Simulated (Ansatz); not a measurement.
# Tl2PtC2 (built on the sites of a database entry of Na2PdC2): a soft mode frozen in, part 2 of 3

Wanted: the energy along a soft mode of Tl2PtC2 (built on the sites of a database entry of Na2PdC2) and the structure at the end.

Ansatz 0.2.0; DFT PBEsol, scalar-relativistic, plane waves, PAW.

So far, highest frequency on the path or at a solved wavevector (cm⁻¹): step 2 (phonons on a q mesh) 1817. Also lowest frequency on the path (cm⁻¹): step 2 -19.4.

The structure was built from a prototype and need not be the compound's stable phase.

## Step 4: The mode frozen in, largest atomic shift 0.6 Å

The atoms are moved along the unstable eigenvector, the largest shift by 0.6 Å, with the cell fixed.

The input, input.yaml:

```yaml
crystal:
  lattice:
    - [-4.9068469888, 3.3938e-06, 0.0]
    - [0.0, 0.0, -5.2095241648]
    - [-5.8782e-06, -8.4989082895, 0.0]
  atoms:
    - { symbol: Tl, position: [0.5, 0.1861622471, 0.1677849493] }
    - { symbol: Tl, position: [0.0, 0.2206200519, 0.6655483841] }
    - { symbol: Tl, position: [1.0, 0.8138377529, 0.3322150507] }
    - { symbol: Tl, position: [0.5, 0.7793799481, 0.8344516159] }
    - { symbol: Pt, position: [0.0, 1.1145036407, 0.0076039593] }
    - { symbol: Pt, position: [0.5, 0.8854963593, 0.4923960407] }
    - { symbol: C, position: [0.5, 0.2649023867, 0.4914860153] }
    - { symbol: C, position: [1.0, 0.4914169545, 1.0085139847] }
    - { symbol: C, position: [0.0, 0.7350976133, 0.0085139847] }
    - { symbol: C, position: [0.5, 0.5085830455, 0.4914860153] }
kpoints:
  mp_grid: { grid: [6, 6, 4] }
hamiltonian:
  xc: pbesol
scf:
  occupations: { method: methfessel_paxton, width: 0.15 }
output:
  forces: true
  stress: true
  eigenvalues: true
```

Started as:

```console
ansatz run input.yaml --threads 8 --pin off --max-ram 14336MiB --backend cpu --events-out ev --progress --plain --runs-dir out
```

Numbers of over 12 decimals in the logs are rounded to 6 here.

Log:

```text
[...]
Crystal: 10 atoms, lattice volume = 217.252 Å³
Basis set: ecut = 420 eV, 4265 PW (Γ), exchange–correlation on 72×72×120 points (8 copies of the dense FFT grid, shifted against one another)
Bands: 63, of which v1, the nominal top of the filled ones, is band 52 counted from 1 (51 counted from 0)
Symmetry: 4 space group operations
[...]
k-points: 56 of 144
[...]
k-point 0: bands = [... 48 lower, 6.6624, 6.9492, 8.1466, 8.5519, 10.6814, 10.7772, 11.3020, 11.6933, ... 7 higher]
  k-point 1: bands = [... 48 lower, 6.5108, 7.1014, 8.2264, 8.6815, 10.5411, 10.7595, 10.8938, 11.5437, ... 7 higher]
  k-point 2: bands = [... 48 lower, 6.6820, 6.9578, 8.4511, 8.7384, 10.3597, 10.5432, 10.9423, 11.1573, ... 7 higher]
  k-point 55: bands = [... 48 lower, 7.9520, 7.9520, 8.1902, 8.1902, 9.0944, 9.0944, 9.4093, 9.4093, ... 7 higher]
[key lines of the parts left out:]
SCF converged after 8 iterations
Free energy (F): -70932.053485 eV
Fermi energy:    8.802653 eV
P = ⅓ Tr σ = 0.0475 GPa (0.475 kbar)
```

It took 5.9 s on 8 threads of Arm Neoverse V2, shared host; peak memory 1.2 GiB; 44 s of CPU time.

Numbers from this step:

```
pressure                         : 0.04747 GPa
energy from the undistorted cell : -3.121 meV/atom
```

The energy, extrapolated to zero smearing, is -3.12 meV/atom against the undistorted cell.

The run ends at a pressure of 0.05 GPa, with forces up to 0.10 eV/Å.

## Step 5: Energy along the mode, all amplitudes (two of the runs are shown above)

An imaginary frequency means negative curvature, so the energy should fall and then rise again as anharmonic terms take over.

This step gave:

```
depth at the lowest point sampled  : 3.121 meV/atom
largest atomic shift at that point : 0.6 Å
```

Energy from the parent against largest atomic shift:

| largest atomic shift (Å) | energy from the parent (meV/atom) |
| --- | --- |
| 0.000 | 0 |
| 0.040 | -0.006 |
| 0.080 | -0.033 |
| 0.140 | -0.153 |
| 0.220 | -0.533 |
| 0.320 | -1.23 |
| 0.450 | -2.31 |
| 0.600 | -3.12 |

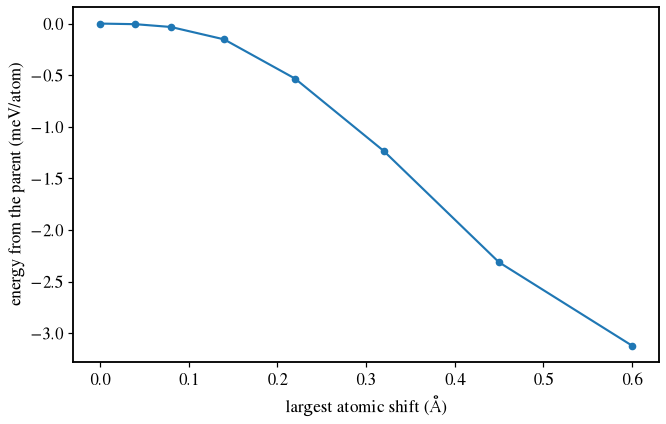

Energy from the parent, plotted against largest atomic shift.

Displacement at unit largest shift by atom:

| atom | x (Å) | y (Å) | z (Å) | size |
| --- | --- | --- | --- | --- |
| Tl1 | 0.000 | -0.016 | 0.150 | 0.151 |
| Tl2 | 0.000 | 0.016 | -0.150 | 0.151 |
| Tl3 | 0.000 | 0.016 | -0.150 | 0.151 |
| Tl4 | 0.000 | -0.016 | 0.150 | 0.151 |
| Pt5 | 0.000 | -0.108 | -0.994 | 1.000 |
| Pt6 | 0.000 | 0.108 | 0.994 | 1.000 |
| C7 | 0.000 | 0.121 | 0.983 | 0.990 |
| C8 | 0.000 | -0.121 | -0.983 | 0.990 |
| C9 | 0.000 | -0.121 | -0.983 | 0.990 |
| C10 | 0.000 | 0.121 | 0.983 | 0.990 |

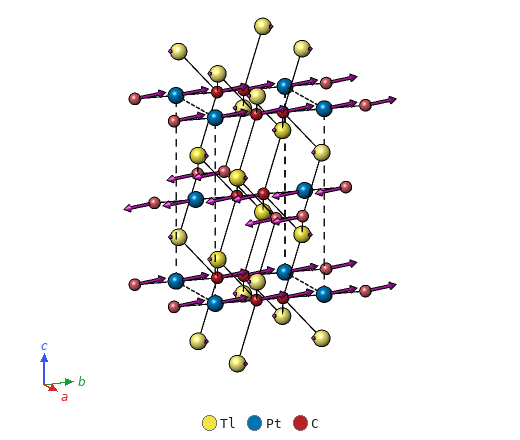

Displacement at unit largest shift as arrows, the longest 1.000 Å. Some periodic images of atoms are drawn too.

The lowest of the steps tried is the last one, at 0.6 Å, 3.12 meV/atom below the parent; the bottom of the well need not coincide with a step.

## Step 6: Relaxation from the frozen mode

Starting from the lowest point found, all atoms and the cell are let go, so that strain and other modes of the same symmetry can join in.

input.yaml, as its differences from that of step 4:

```diff
@@ -26 +26,6 @@
   eigenvalues: true
+relax:
+  adjacent_minimum: "off"
+  f_tol: 0.002
+  max_steps: 120
+  cell: { stress_tol: 0.03 }
```

Log:

```text
[...]
Crystal: 10 atoms, lattice volume = 217.252 Å³
Basis set: ecut = 420 eV, 4265 PW (Γ), exchange–correlation on 72×72×120 points (8 copies of the dense FFT grid, shifted against one another)
Bands: 63, of which v1, the nominal top of the filled ones, is band 52 counted from 1 (51 counted from 0)
Symmetry: 4 space group operations
[...]
k-points: 56 of 144
[...]
SCF iter   1: F=—  HF=-70932.067898 eV  |F-HF|=—  |Δ(HF+E_count)|=         —  Δρ=5.34e-3  dr2=7.48e-2  ethr=1.77e-3  ⟨swp⟩=5.9  Hψ=13044  notcnv=0
[...]
SCF iter   8: F=-70932.053485 eV  HF=-70932.053485 eV  |F-HF|=5.82e-11  |Δ(HF+E_count)|=   1.10e-8  S|Δr|=    0.00e0  Δρ=1.81e-6  dr2=9.03e-9  ethr=9.62e-11  ⟨swp⟩=4.3  Hψ=11963  notcnv=0
SCF 1 converged in 8 iterations: F = -70932.053485 eV  dr2 = 9.03e-9
[...]
relax step   1: F+E_penalty+E_count = -70932.05348540 eV  Δ(F+E_penalty+E_count) = +0.000e0 eV  max|allowed force component| = 9.209e-2 eV/Å  Δτ_max = 0.0000 Å  P = +0.047 GPa  Ω = 217.252 Å³  (8 SCF iters, dr2 threshold 1.00e-7 eV, accepted)
Crystal: 10 atoms, lattice volume = 217.902 Å³
Basis set: ecut = 420 eV, 4269 PW (Γ), exchange–correlation on 72×72×120 points (8 copies of the dense FFT grid, shifted against one another)
[...]
SCF iter   6: F=-70932.071440 eV  HF=-70932.071440 eV  |F-HF|=1.47e-7  |Δ(HF+E_count)|=   5.20e-7  S|Δr|=    0.00e0  Δρ=1.82e-5  dr2=4.29e-7  ethr=9.08e-10  ⟨swp⟩=6.6  Hψ=15430  notcnv=0
SCF 2 converged in 6 iterations: F = -70932.071440 eV  dr2 = 4.29e-7
relax step   2: F+E_penalty+E_count = -70932.07144048 eV  Δ(F+E_penalty+E_count) = -1.796e-2 eV  max|allowed force component| = 6.158e-2 eV/Å  Δτ_max = 0.0445 Å  P = -0.091 GPa  Ω = 217.902 Å³  energy of the carried Pulay correction = -5.230e-4 eV  (6 SCF iters, dr2 threshold 9.44e-7 eV, accepted)
Crystal: 10 atoms, lattice volume = 217.746 Å³
Basis set: ecut = 420 eV, 4267 PW (Γ), exchange–correlation on 72×72×120 points (8 copies of the dense FFT grid, shifted against one another)
[...]
SCF iter   7: F=-70932.084258 eV  HF=-70932.084258 eV  |F-HF|=1.90e-8  |Δ(HF+E_count)|=   1.77e-7  S|Δr|=    0.00e0  Δρ=4.66e-6  dr2=4.46e-8  ethr=4.93e-10  ⟨swp⟩=2.9  Hψ=13686  notcnv=0
SCF 3 converged in 7 iterations: F = -70932.084258 eV  dr2 = 4.46e-8
relax step   3: F+E_penalty+E_count = -70932.08425756 eV  Δ(F+E_penalty+E_count) = -1.282e-2 eV  max|allowed force component| = 4.218e-2 eV/Å  Δτ_max = 0.0273 Å  P = -0.051 GPa  Ω = 217.746 Å³  energy of the carried Pulay correction = -3.974e-4 eV  (7 SCF iters, dr2 threshold 5.13e-7 eV, accepted)
[... from here on, the SCF cycles and remarks between the steps are left out ...]
relax step   4: F+E_penalty+E_count = -70932.13405970 eV  Δ(F+E_penalty+E_count) = -4.980e-2 eV  max|allowed force component| = 1.202e-1 eV/Å  Δτ_max = 0.0895 Å  P = -0.047 GPa  Ω = 216.344 Å³  energy of the carried Pulay correction = +7.330e-4 eV  (8 SCF iters, dr2 threshold 4.59e-7 eV, accepted)
relax step   5: F+E_penalty+E_count = -70932.21734859 eV  Δ(F+E_penalty+E_count) = -8.329e-2 eV  max|allowed force component| = 2.220e-1 eV/Å  Δτ_max = 0.1202 Å  P = -0.235 GPa  Ω = 213.417 Å³  energy of the carried Pulay correction = +3.115e-3 eV  (8 SCF iters, dr2 threshold 9.02e-7 eV, accepted)
relax step   6: F+E_penalty+E_count = -70932.28227254 eV  Δ(F+E_penalty+E_count) = -6.492e-2 eV  max|allowed force component| = 2.727e-1 eV/Å  Δτ_max = 0.1317 Å  P = -0.072 GPa  Ω = 208.315 Å³  energy of the carried Pulay correction = +7.348e-3 eV  (8 SCF iters, dr2 threshold 1.00e-6 eV, accepted)
relax step   7: F+E_penalty+E_count = -70932.33044995 eV  Δ(F+E_penalty+E_count) = -4.818e-2 eV  max|allowed force component| = 2.753e-1 eV/Å  Δτ_max = 0.2000 Å  P = -0.024 GPa  Ω = 203.835 Å³  energy of the carried Pulay correction = +1.115e-2 eV  (8 SCF iters, dr2 threshold 1.00e-6 eV, accepted)
relax step   8: F+E_penalty+E_count = -70932.33758323 eV  Δ(F+E_penalty+E_count) = -7.133e-3 eV  max|allowed force component| = 1.089e-1 eV/Å  Δτ_max = 0.1380 Å  P = -0.010 GPa  Ω = 206.372 Å³  energy of the carried Pulay correction = +8.986e-3 eV  (7 SCF iters, dr2 threshold 1.00e-6 eV, accepted)
relax step   9: F+E_penalty+E_count = -70932.34748292 eV  Δ(F+E_penalty+E_count) = -9.900e-3 eV  max|allowed force component| = 2.236e-1 eV/Å  Δτ_max = 0.0652 Å  P = +0.315 GPa  Ω = 206.240 Å³  energy of the carried Pulay correction = +9.098e-3 eV  (7 SCF iters, dr2 threshold 7.41e-7 eV, accepted)
relax step  10: F+E_penalty+E_count = -70932.35073167 eV  Δ(F+E_penalty+E_count) = -3.249e-3 eV  max|allowed force component| = 1.745e-2 eV/Å  Δτ_max = 0.0287 Å  P = -0.128 GPa  Ω = 206.794 Å³  energy of the carried Pulay correction = +8.629e-3 eV  (6 SCF iters, dr2 threshold 1.00e-6 eV, accepted)
relax step  11: F+E_penalty+E_count = -70932.35214253 eV  Δ(F+E_penalty+E_count) = -1.411e-3 eV  max|allowed force component| = 1.712e-2 eV/Å  Δτ_max = 0.0114 Å  P = +0.191 GPa  Ω = 205.720 Å³  energy of the carried Pulay correction = +9.539e-3 eV  (6 SCF iters, dr2 threshold 1.74e-7 eV, accepted)
relax step  12: F+E_penalty+E_count = -70932.35159820 eV  Δ(F+E_penalty+E_count) = +5.443e-4 eV  max|allowed force component| = 2.430e-2 eV/Å  Δτ_max = 0.0114 Å  P = -0.065 GPa  Ω = 206.517 Å³  energy of the carried Pulay correction = +8.863e-3 eV  (6 SCF iters, dr2 threshold 2.82e-7 eV, accepted)
relax step  13: F+E_penalty+E_count = -70932.35202453 eV  Δ(F+E_penalty+E_count) = -4.263e-4 eV  max|allowed force component| = 4.629e-3 eV/Å  Δτ_max = 0.0086 Å  P = -0.003 GPa  Ω = 206.350 Å³  energy of the carried Pulay correction = +9.005e-3 eV  (6 SCF iters, dr2 threshold 4.61e-8 eV, accepted)
relax step  14: F+E_penalty+E_count = -70932.35207947 eV  Δ(F+E_penalty+E_count) = -5.494e-5 eV  max|allowed force component| = 2.140e-3 eV/Å  Δτ_max = 0.0025 Å  P = +0.011 GPa  Ω = 206.304 Å³  energy of the carried Pulay correction = +9.044e-3 eV  (7 SCF iters, dr2 threshold 1.34e-9 eV, accepted)
relax step  15: F+E_penalty+E_count = -70932.35207881 eV  Δ(F+E_penalty+E_count) = +6.521e-7 eV  max|allowed force component| = 1.697e-3 eV/Å  Δτ_max = 0.0011 Å  P = -0.002 GPa  Ω = 206.309 Å³  energy of the carried Pulay correction = +9.040e-3 eV  (7 SCF iters, dr2 threshold 2.86e-10 eV, accepted)
relax step  16: F+E_penalty+E_count = -70932.37954354 eV  Δ(F+E_penalty+E_count) = -2.746e-2 eV  max|allowed force component| = 8.704e-3 eV/Å  Δτ_max = 0.0000 Å  P = +0.138 GPa  Ω = 206.309 Å³  stress off target by 4.32e-1 GPa  SCF on the basis re-selected at this cell (its energy is not comparable with the rows above)  (8 SCF iters)
relax step  17: F+E_penalty+E_count = -70932.38162195 eV  Δ(F+E_penalty+E_count) = -2.078e-3 eV  max|allowed force component| = 8.776e-3 eV/Å  Δτ_max = 0.0132 Å  P = -0.006 GPa  Ω = 206.629 Å³  energy of the carried Pulay correction = -2.542e-4 eV  (5 SCF iters, dr2 threshold 4.66e-7 eV, accepted)
relax step  18: F+E_penalty+E_count = -70932.38166010 eV  Δ(F+E_penalty+E_count) = -3.815e-5 eV  max|allowed force component| = 5.218e-3 eV/Å  Δτ_max = 0.0039 Å  P = +0.005 GPa  Ω = 206.680 Å³  energy of the carried Pulay correction = -2.973e-4 eV  (7 SCF iters, dr2 threshold 8.77e-9 eV, accepted)
relax step  19: F+E_penalty+E_count = -70932.38165070 eV  Δ(F+E_penalty+E_count) = +9.400e-6 eV  max|allowed force component| = 2.481e-3 eV/Å  Δτ_max = 0.0023 Å  P = -0.001 GPa  Ω = 206.697 Å³  energy of the carried Pulay correction = -3.108e-4 eV  (7 SCF iters, dr2 threshold 1.70e-9 eV, accepted)
relax step  20: F+E_penalty+E_count = -70932.38165586 eV  Δ(F+E_penalty+E_count) = -5.165e-6 eV  max|allowed force component| = 6.972e-4 eV/Å  Δτ_max = 0.0006 Å  P = +0.002 GPa  Ω = 206.691 Å³  energy of the carried Pulay correction = -3.060e-4 eV  (6 SCF iters, dr2 threshold 3.85e-10 eV, accepted)
[...]
SCF iter   6: F=-70932.382024 eV  HF=-70932.382024 eV  |F-HF|=1.46e-11  |Δ(HF+E_count)|=  4.37e-11  S|Δr|=    0.00e0  Δρ=3.40e-8  dr2=2.06e-12  ethr=1.00e-12  ⟨swp⟩=5.9  Hψ=13477  notcnv=0
SCF 21 converged in 6 iterations: F = -70932.382024 eV  dr2 = 2.06e-12
relax step  21: F+E_penalty+E_count = -70932.38202418 eV  Δ(F+E_penalty+E_count) = -3.683e-4 eV  max|allowed force component| = 6.934e-4 eV/Å  Δτ_max = 0.0000 Å  P = +0.004 GPa  Ω = 206.691 Å³  stress off target by 8.80e-3 GPa  SCF on the basis re-selected at this cell (its energy is not comparable with the rows above)  (6 SCF iters)
[...]
SCF converged after 6 iterations
[...]
Free energy (F): -70932.382024 eV
[...]
Internal energy: -70932.383187 eV  (E = F + TS)
E sigma→0 (E₀):  -70932.382315 eV
Entropy (-TS):   0.001163 eV (0.116 meV/atom)
Fermi energy:    9.398189 eV
[...]
--- Forces (eV/Å), atoms counted from 1 ---
  atom   1  Tl     0.00000000     0.00069343    -0.00005787
  atom   2  Tl     0.00000000     0.00014104     0.00001226
  atom   3  Tl    -0.00000000    -0.00069343     0.00005787
  atom   4  Tl    -0.00000000    -0.00014104    -0.00001226
  atom   5  Pt     0.00000000     0.00036866    -0.00028464
  atom   6  Pt    -0.00000000    -0.00036866     0.00028464
  atom   7  C     -0.00000000    -0.00019624    -0.00012493
  atom   8  C      0.00000000     0.00026224     0.00008580
  atom   9  C      0.00000000     0.00019624     0.00012493
  atom  10  C     -0.00000000    -0.00026224    -0.00008580
  max |Σ_I F_I| component: 1.08e-19 eV/Å
--- Stress (GPa, compression-positive) ---
        0.008800      -0.000000       0.000000
       -0.000000      -0.002312       0.005028
        0.000000       0.005028       0.004307
  P = ⅓ Tr σ = 0.0036 GPa (0.036 kbar)
--- Band table (eV; the first three rows and the last of 56) ---
  k-point 0: bands = [... 48 lower, 7.0721, 7.6079, 9.4274, 9.5884, 10.4321, 10.6844, 10.9015, 12.1040, ... 7 higher]
  k-point 1: bands = [... 48 lower, 7.0684, 7.8391, 9.0947, 10.2343, 10.2922, 10.7046, 11.0900, 11.5671, ... 7 higher]
  k-point 2: bands = [... 48 lower, 7.0931, 8.0466, 9.0393, 10.3348, 10.5466, 10.7505, 10.8249, 11.2331, ... 7 higher]
  k-point 55: bands = [... 48 lower, 8.5454, 8.5454, 8.8964, 8.8964, 10.1501, 10.1501, 11.7971, 11.7971, ... 7 higher]
--- Relaxed structure (19 steps of the walk, 19 accepted, 2 SCFs on fresh bases) ---
  F+E_penalty+E_count = -70932.38202418 eV   max|allowed force component| = 6.934e-4 eV/Å   (the final SCF, on the basis selected at the relaxed cell)
  cell:  # Å, volume = 206.6908 Å³
    - [-5.498797, 3.8032084827620653e-6, 0]
    - [-2.8053102082463986e-7, -0.405600, -5.195313]
    - [-5.039809877069601e-6, -7.286713, -0.661704]
  atoms:
    - { symbol: Tl, position: [0.5, 0.171314, 0.117948] }
    - { symbol: Tl, position: [0, 0.275018, 0.638773] }
    - { symbol: Tl, position: [1.000000, 0.828686, 0.382052] }
    - { symbol: Tl, position: [0.5, 0.724982, 0.861227] }
    - { symbol: Pt, position: [0, 1.172893, 0.026121] }
    - { symbol: Pt, position: [0.500000, 0.827107, 0.473879] }
    - { symbol: C, position: [0.500000, 0.207841, 0.477077] }
    - { symbol: C, position: [1.000000, 0.547179, 1.030445] }
    - { symbol: C, position: [0, 0.792159, 0.022923] }
    - { symbol: C, position: [0.5, 0.452821, 0.469555] }
```

Wall time 2.1 min (8 threads); peak memory 1.3 GiB; 16 min of CPU time.

(Continued in part 3 of 3.)

[Logs are printed without paths, hosts, clocks, repeated set-up lines and the standing remarks that a program may print on its own settings, such as how far it seeks lower states.]

[Hosts, paths, dates, database ids (printed as entryN), source tags and the programs' standing remarks are cut or masked in the printed files.]
